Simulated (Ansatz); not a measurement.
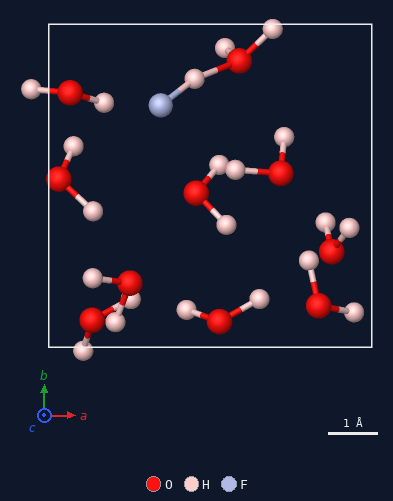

Starting frame of a dynamics run of a periodic cell with 10 H2O + 1 HF at 1.106 g/cm³. It starts from the last geometry of an earlier run, with fresh velocities. Style: ball-and-stick. Shown: the simulation cell, along the c axis.

The calculation used DFT PBE-D3(BJ), scalar-relativistic, plane waves, PAW in Ansatz 0.2.0.

Input
```yaml
crystal:
  lattice:
    - [6.698789, 0.0, 0.0]
    - [0.0, 6.698789, 0.0]
    - [0.0, 0.0, 6.698789]
  atoms:
    - { symbol: O, position: [0.24723763, 0.19485915, 0.76112788] }
    - { symbol: H, position: [0.13230887, 0.20991066, 0.85007787] }
    - { symbol: H, position: [0.20240884, 0.07401885, 0.69359914] }
    - { symbol: O, position: [0.02751739, 0.51663219, 0.24816716] }
    - { symbol: H, position: [0.07306495, 0.61845216, 0.15499885] }
    - { symbol: H, position: [0.13339135, 0.41705454, 0.27365041] }
    - { symbol: O, position: [0.7141529, 0.5345889, 0.64393708] }
    - { symbol: H, position: [0.57348973, 0.5453312, 0.69383811] }
    - { symbol: H, position: [0.72470275, 0.64687366, 0.54242741] }
    - { symbol: O, position: [0.45255338, 0.47313143, 0.20613762] }
    - { symbol: H, position: [0.52385499, 0.56056367, 0.11595825] }
    - { symbol: H, position: [0.54605271, 0.37502212, 0.24335804] }
    - { symbol: O, position: [0.58586583, 0.88243433, 0.37907193] }
    - { symbol: H, position: [0.68919917, 0.98126353, 0.42247505] }
    - { symbol: H, position: [0.54167599, 0.9220768, 0.24507898] }
    - { symbol: O, position: [0.13053416, 0.07991199, 0.22677053] }
    - { symbol: H, position: [0.10291175, -0.01453619, 0.11924939] }
    - { symbol: H, position: [0.24997384, 0.14523317, 0.16836635] }
    - { symbol: O, position: [0.87177239, 0.29198337, 0.93805179] }
    - { symbol: H, position: [0.9263868, 0.36577344, 1.05046724] }
    - { symbol: H, position: [0.85287308, 0.38250972, 0.82843998] }
    - { symbol: O, position: [0.52450727, 0.07549958, 1.0375107] }
    - { symbol: H, position: [0.64814524, 0.14543052, 1.00075825] }
    - { symbol: H, position: [0.42282533, 0.11191407, 0.94151281] }
    - { symbol: O, position: [0.83132961, 0.12462894, 0.49903431] }
    - { symbol: H, position: [0.80111139, 0.26458687, 0.49925933] }
    - { symbol: H, position: [0.94109527, 0.10428947, 0.39184417] }
    - { symbol: O, position: [1.06234128, 0.78360099, 0.91027716] }
    - { symbol: H, position: [0.94200033, 0.79482958, 0.82809939] }
    - { symbol: H, position: [1.16744048, 0.75283065, 0.81321716] }
    - { symbol: F, position: [0.34262156, 0.74494549, 0.58371746] }
    - { symbol: H, position: [0.44751275, 0.826891, 0.49061032] }
basis:
  ecutwfc: 420.0
kpoints:
  mp_grid: { grid: [1, 1, 1] }
hamiltonian:
  xc: pbe
  dispersion: d3bj
scf:
  occupations: { method: fermi_dirac, width: 0.02 }
  lower_state_search: "off"
md:
  timestep: 0.5
  n_steps: 400
  ensemble: nvt_langevin
  temperature: 300.0
  initial_velocities: maxwell_boltzmann
  seed: 100075
  friction: 0.005
  masses: [{ species: H, mass: 2.014 }]
```

Launched with:
```bash
ansatz run input.yaml --threads 1 --pin off --max-ram 3072MiB --backend cpu --events-out ev --progress --plain --runs-dir out
```

**Predict how the run goes.**

Over the second half the temperature averages 283 K (spread ±29 K). The potential energy in the second half lies on average 4.2 meV per atom below the first frame. In the second half of the run the atoms are, in the root-mean-square, this far from where they began (common drift taken out): F 0.66 Å, H 0.55 Å, O 0.46 Å. The heavy atoms stay within a fraction of a molecule's size of their starting places; so short a run doesn't tell a liquid from a solid. Bond changes: one H–O bond breaks at about 50 fs.

Along the run (each row but the first and the last is the mean over the interval that it begins):

```
time (fs)  potential energy (meV/atom)  T (K)
      0.0                          0.0    291
     20.0                         -2.7    299
     40.0                         -4.7    315
     60.0                          3.2    258
     80.0                          3.0    262
    100.0                         -5.2    299
    120.0                         -4.7    287
    140.0                         -1.9    261
    160.0                         -3.8    278
    180.0                         -5.4    290
    200.0                          2.3    235
```

The paths of the atoms:

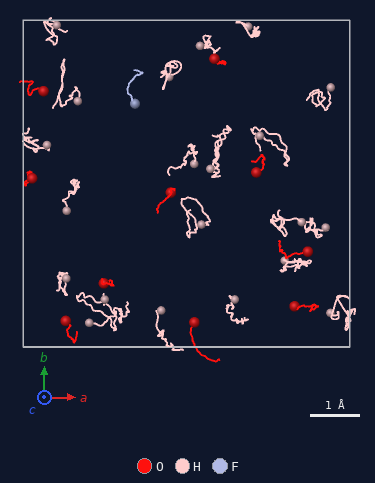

Limits of the set-up: masses were changed (H 2.014 u), which shifts the vibrations; the periodic images lie only 6.7 Å apart, so the values are limited by the cell's size.

Cost: 3.7 min on 1 thread of AMD EPYC 9R45 96-Core Processor (Zen 5), on a shared host, peak memory 0.51 GiB.
